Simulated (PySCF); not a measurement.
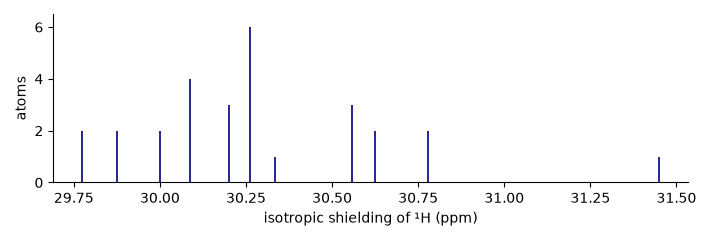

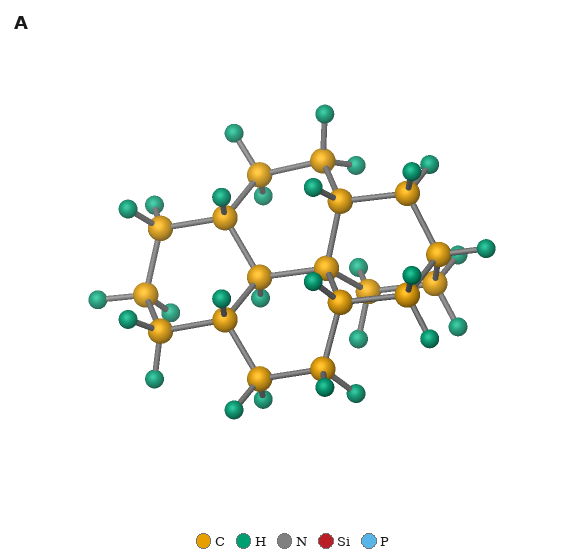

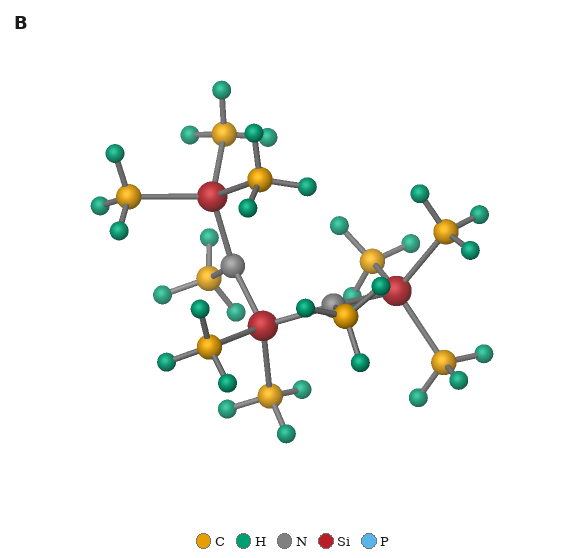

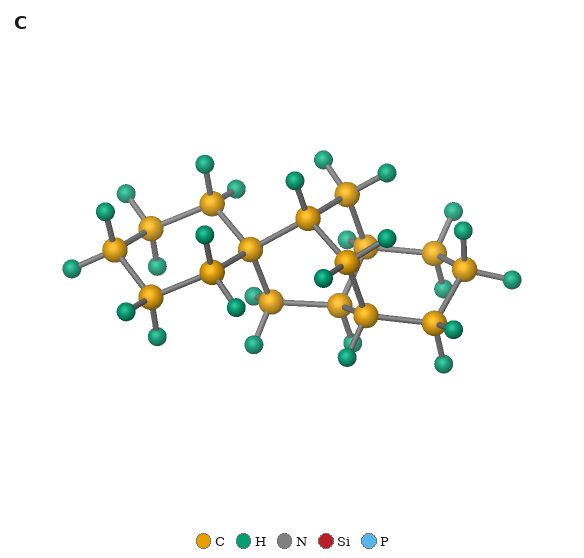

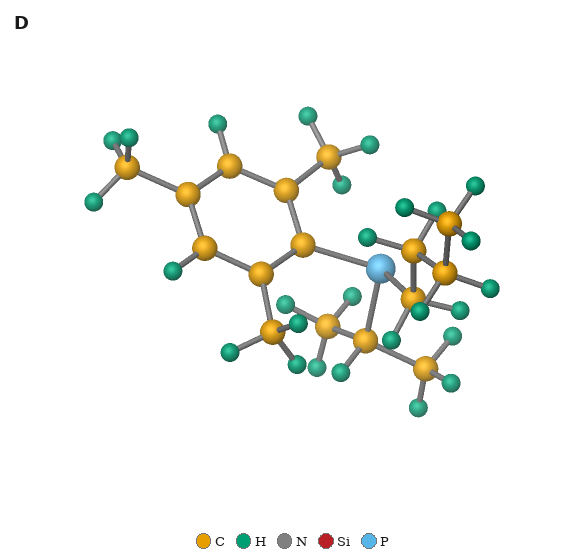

The sticks are computed shieldings of one of the molecules, for one fixed geometry (GFN2-xTB) without averaging over rotations. Low shielding means a high chemical shift. Method: GIAO KT3/pcSseg-1 NMR shielding, non-relativistic, gas phase (PySCF 2.14.0).

**Which molecule gives this pattern?**

A, `C1C[C@@H]2CC[C@@H]3C[C@@H]4CC[C@@]35[C@@H](CC[C@H](C1)[C@@H]25)C4`. Its 28 H atoms give lines at 29.77 (2 atoms), 29.88 (2 atoms), 30.00 (2 atoms), 30.09 (4 atoms), 30.20 (3 atoms), 30.26 (6 atoms), 30.33, 30.56 (3 atoms), 30.63 (2 atoms), 30.78 (2 atoms), 31.45 ppm.

The geometry is semi-empirical. Around P, Si such bond lengths and angles can be off by a tenth of an ångström or more and by several degrees, and values that hang on the shape move with them.
